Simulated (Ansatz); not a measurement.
# SiH2SeCl (SMILES Cl[SiH][SeH]): RPA@PBE0/cc-pVDZ

Aim: the energy change on altering one bond length of SiH2SeCl at RPA@PBE0/cc-pVDZ, from 2 runs. 

The calculation is run with Ansatz 0.2.0.

69 further runs of the same task are left out: 69 set aside as unsound or not needed. Runs told in other sessions of the task aren't counted.

## Step 1: The molecule

SiH2SeCl: 5 atoms, total charge 0, spin state doublet. As SMILES, `Cl[SiH][SeH]`. The coordinates come from a PBE0-D4/def2-TZVP relaxation. This is one conformer, not always the lowest.

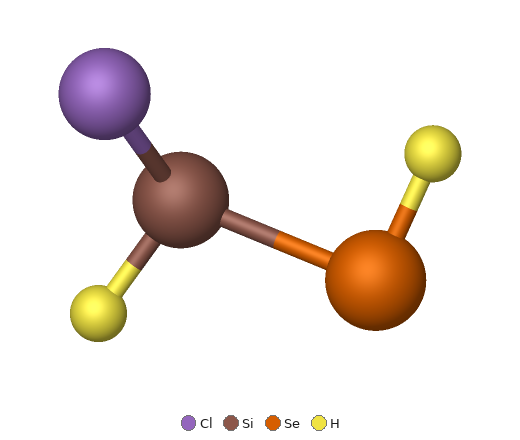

Viewed from a chosen angle; chlorine purple, silicon brown, selenium orange, hydrogen yellow.

## Step 2: The energy at RPA@PBE0/cc-pVDZ

molecule.yaml reads:

```yaml
basis:
  gaussian:
    orbitals: cc-pVDZ
crystal:
  periodic: [false, false, false]
  atoms:
    - symbol: Cl
      position_ang: [-2.098500, -0.286100, 0.143900]
    - symbol: Si
      position_ang: [-0.121800, -0.761200, -0.193900]
    - symbol: Se
      position_ang: [1.300800, 0.972900, 0.128200]
    - symbol: H
      position_ang: [0.283800, -1.778100, 0.815900]
    - symbol: H
      position_ang: [0.685700, 1.778800, -0.935500]
magnetization:
  spin_polarized: true
  initial_magnetization: 1
hamiltonian:
  xc: pbe0
correlation:
  method: rpa
  frozen_orbitals: {Cl: 5, H: 0, Se: 9, Si: 5}
accuracy: high
```

Command:

```bash
$ ansatz run molecule.yaml --threads 1 --pin off --max-ram 2610MiB --events-out events.jsonl --progress --plain --runs-dir runs
```

Log:

```text
Warning: RAYON_NUM_THREADS=1 ignored (pool sized by the plan → 1); use --threads N
Functional definition: PBE0
  name "PBE0"
  parameter a = 0.25
  parameter kappa = 0.804
  parameter beta = 0.06672455060314922
  exchange = (1 - a)*pbe_x(kappa = kappa, mu = beta*pi^2/3) + a*exact_x
  correlation = pbe_c(beta = beta)
1586 factors; integrals over basis functions are off by at most 4.6e-9 eV
mean field evaluation 1: about -85766.9278 eV, gradient 7.2e0 eV
mean field evaluation 2: about -85767.0321 eV, gradient 7.1e0 eV
mean field evaluation 4: about -85767.3982 eV, gradient 1.3e0 eV
mean field evaluation 8: about -85767.4128 eV, gradient 4.7e-2 eV
mean field evaluation 16: about -85767.4129 eV, gradient 1.5e-4 eV
mean field -85767.41286073 eV, -3151.8942873913 hartree, gradient 3.5e-8 eV, S^2 0.752663; 0 other end points of the search recorded, 0 dependent functions left out
19 core orbitals not correlated: weight in the atoms' cores, before any rotation towards them, 1.000 or more for the frozen orbitals, at most 0.000 for the correlated occupied ones
reference -85700.44109954 eV, -3149.4331205626 hartree; 15, 14 occupied and 39, 40 virtual orbitals, 1586 factors
Total energy: -85714.93354792 eV, -3149.9657082173 hartree
```

Wall time 9.3 s (1 thread of Intel Xeon 6975P-C (Granite Rapids), shared host); peak memory 0.39 GiB.

## Step 3: The distorted shape, same level

in.yaml reads:

```yaml
crystal:
  periodic: [false, false, false]
  atoms:
    - symbol: Cl
      position_ang: [-3.679898, 0.093989, 0.414147]
    - symbol: Si
      position_ang: [-0.121800, -0.761200, -0.193900]
    - symbol: Se
      position_ang: [1.300800, 0.972900, 0.128200]
    - symbol: H
      position_ang: [0.283800, -1.778100, 0.815900]
    - symbol: H
      position_ang: [0.685700, 1.778800, -0.935500]
basis:
  gaussian:
    orbitals: cc-pVDZ
magnetization:
  spin_polarized: true
  initial_magnetization: 1
hamiltonian:
  xc: pbe0
correlation:
  method: rpa
  frozen_orbitals: {Cl: 5, H: 0, Se: 9, Si: 5}
accuracy: high
```

Command:

```bash
$ ansatz run in.yaml --threads 1 --pin off --max-ram 2610MiB --events-out events.jsonl --progress --plain --runs-dir runs
```

Log (excerpt; [...] marks lines left out):

```text
Warning: RAYON_NUM_THREADS=1 ignored (pool sized by the plan → 1); use --threads N
[... 2 set-up lines as earlier in the session ...]
[...]
1513 factors; integrals over basis functions are off by at most 4.6e-9 eV
[...]
mean field -85764.55384514 eV, -3151.7892205064 hartree, gradient 4.5e-8 eV, S^2 0.794939; 6 other end points of the search recorded, 0 dependent functions left out
19 core orbitals not correlated: weight in the atoms' cores, before any rotation towards them, 1.000 or more for the frozen orbitals, at most 0.000 for the correlated occupied ones
reference -85697.52668772 eV, -3149.3260179040 hartree; 15, 14 occupied and 39, 40 virtual orbitals, 1513 factors
Total energy: -85712.40206075 eV, -3149.8726777797 hartree
```

It took 20 s on 1 thread of Intel Xeon 6975P-C (Granite Rapids), shared host; peak memory 0.49 GiB.

## Step 4: Summary of results

At RPA@PBE0/cc-pVDZ, 19 core orbitals frozen:

| quantity | value |
| --- | --- |
| first shape: total energy | -3149.96571 Eh |
| first shape: RPA correlation energy (valence) | -532.6 mEh |
| first shape: ⟨S²⟩ of the reference determinant | 0.753 |
| distorted shape: total energy | -3149.87268 Eh |
| distorted shape: RPA correlation energy (valence) | -546.7 mEh |
| distorted shape: ⟨S²⟩ of the reference determinant | 0.795 |
| energy change with the Cl1–Si2 bond stretched from 2.061 to 3.710 Å | 2.531 eV |

In words: With the Cl1–Si2 bond stretched from 2.061 to 3.710 Å the energy rises by 2.53 eV (58 kcal/mol). The first shape isn't relaxed at this level, so the change isn't measured from a minimum.
